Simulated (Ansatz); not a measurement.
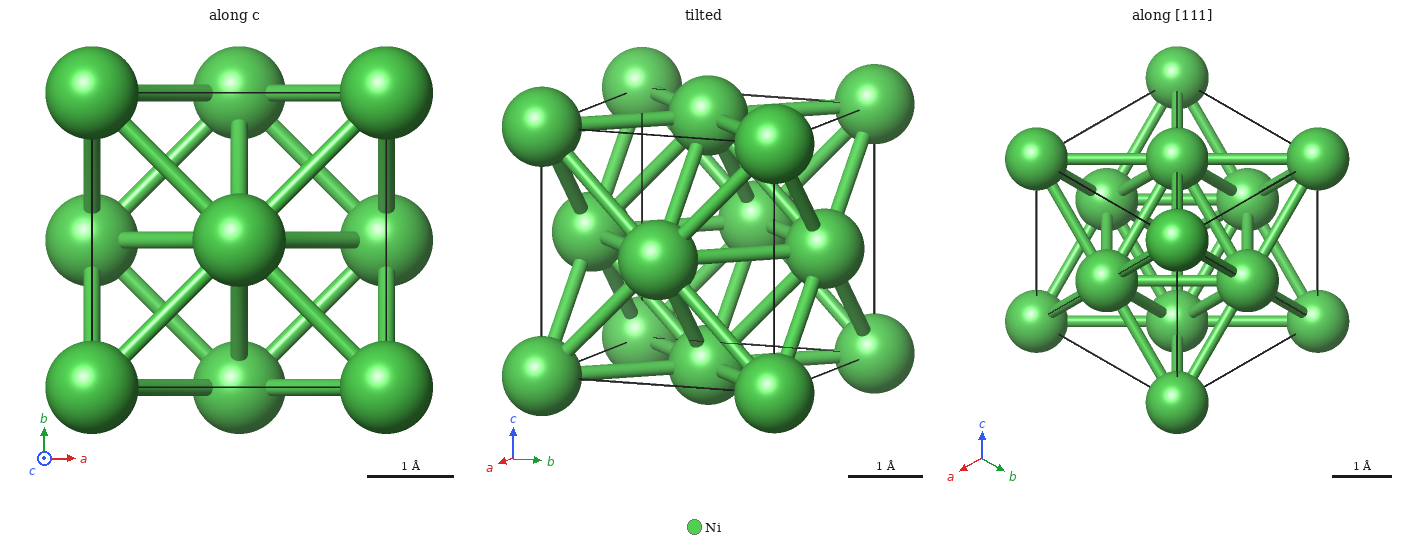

Figure: ball-and-stick view along the c axis, slightly off an axis and along [111]. Thin lines show the conventional unit cell, with boundary atoms drawn in all their periodic places.

Bonds shown: Ni–Ni up to 2.71 Å (cut-off distances).

How many atoms make up the cell?

4 (nickel), counting shared atoms by their share.

To which lattice type does it belong?

Face-centred cubic.

Which space group does it belong to?

Fm-3m (No. 225), with Ni on 4a.

Give the prototype.

Face-centred cubic (Cu type).

How do the bonded atoms link up through the crystal?

The bonds build a three-dimensional framework.

Starting structure: the standard structure of this element. Earlier steps of the study may have refined or changed the cell and positions. It went into a calculation with Ansatz.
